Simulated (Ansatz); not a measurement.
**ClH3Si···Cl (doublet): density, localisation and related maps**

```
atom    x (Å)    y (Å)    z (Å)
  Si  -0.0923   0.0000   0.2531
  Cl  -1.2388   0.0000   2.0322
   H   1.3489   0.0000   0.6410
   H  -0.4710   1.2328  -0.5088
   H  -0.4710  -1.2328  -0.5088
  Cl   0.9255   0.0000   3.7326
```

All numbers below come from UKS PBE/def2-SVP (Ansatz 0.2.0).

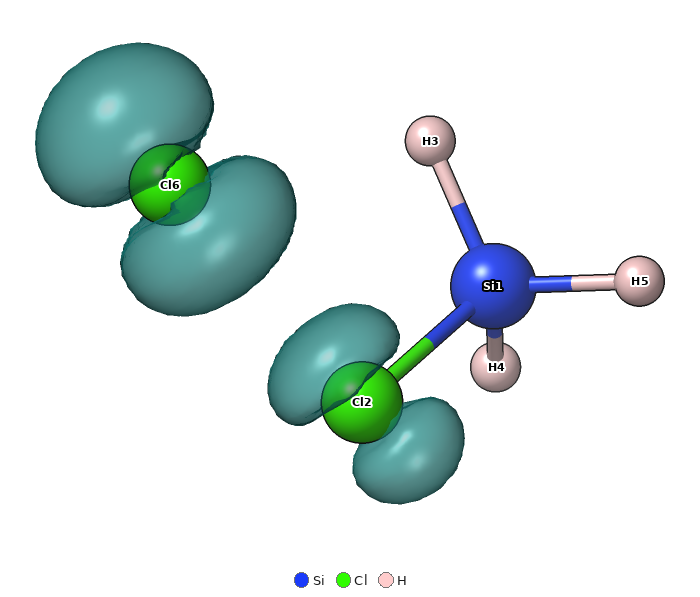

Figure 1. Isosurface of the spin density (α minus β) at +0.04 e/Å³ (teal), seen at an oblique angle.

### Where is the unpaired spin?

The unpaired spin (1 electron) lies mostly on Cl6 (about 0.8) and Cl2 (about 0.2), in electrons by Hirshfeld's partition.

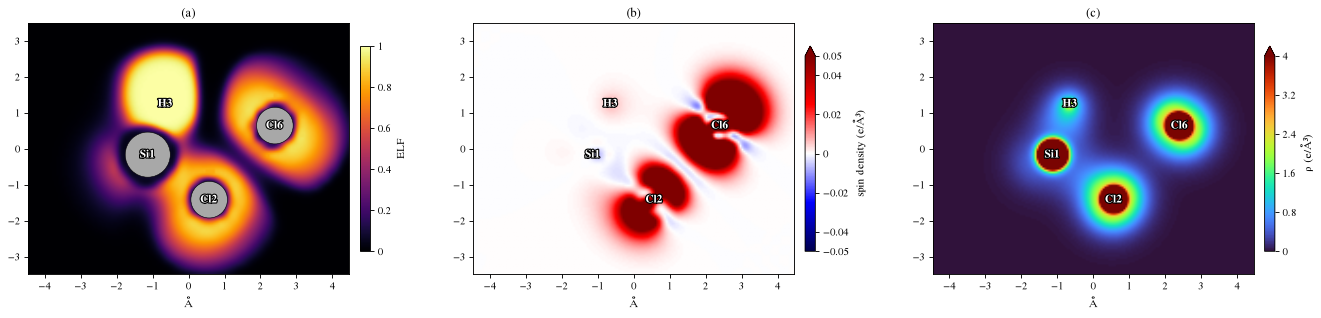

Figure 2. (a) ELF; (b) spin density; (c) electron density on the plane of atoms Cl2, Si1 and H3. Grey discs cover the atomic cores in the ELF map.

### What do the fields say about this system?

The section cuts through Si, Cl and H sites. Cl2···Cl6 (2.75 Å): the density falls to about 0.21 e/Å³ on the way; the ELF dips to about 0.15 between them. Si–Cl (2.12 Å): the density is about 0.76 e/Å³ at the midpoint; the ELF peaks at about 0.90 between the atoms (a shared but strongly polarised pair). Si–H (1.49 Å): the density is about 0.79 e/Å³ at the midpoint; the ELF climbs to about 1 towards the hydrogen, as it does in any bond to H. The ELF also peaks beside Cl2, away from the bonds: non-bonding electrons, paired or unpaired.

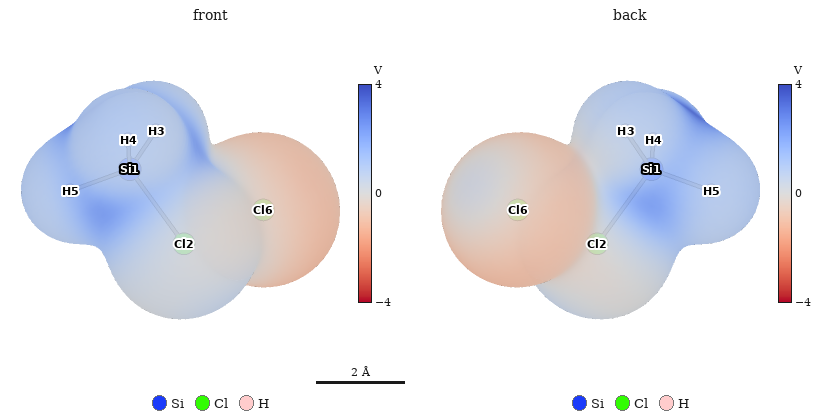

Figure 3. The molecular electrostatic potential painted on the density surface at 0.004 e/bohr³, seen from the front and from behind; the colour scale runs from red (negative) to blue (positive).

### Describe the electrostatic potential map.

The most negative region (about −1.1 V) lies over Cl6, the most positive (about +3.0 V) over Si1. Cl2 shows a σ-hole: about +0.5 V at the tip opposite its bond, against about 0.0 V on its flanks.
